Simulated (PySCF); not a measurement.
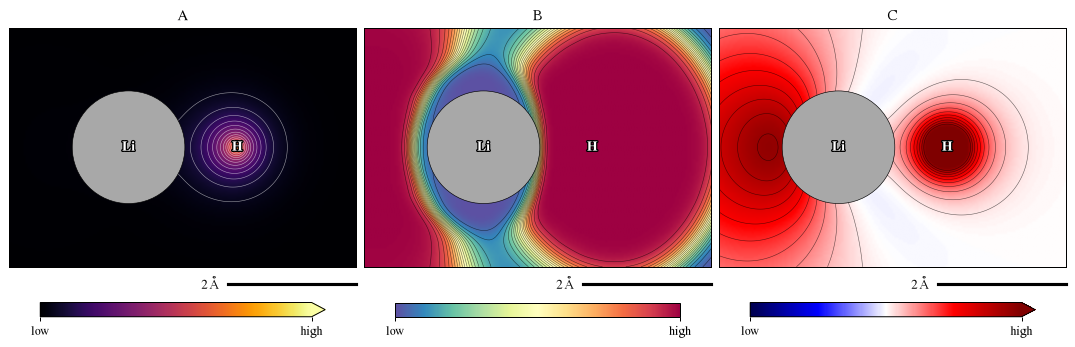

LiH (charge −1, doublet): 3 fields on a plane that holds the molecular axis, with unlabelled colour scales. Grey discs cover the atomic cores.

Theory: PBE0/def2-SVPD, non-relativistic Hamiltonian with scalar-relativistic core potentials where named, at a bond length of 1.692 Å in PySCF 2.14.0.

```xyz
2

Li    0.0000    0.0000   -0.2125
H     0.0000    0.0000    1.4795
```

Question: The panels show electron density, electron localisation function and spin density in some order. Assign them.

Answer: Panel A: electron density. Panel B: electron localisation function. Panel C: spin density (confined to the atoms that carry the unpaired spin). From the grid: Li–H (1.69 Å): ρ is about 0.24 e/Å³ halfway; the ELF climbs to about 1 towards the hydrogen.
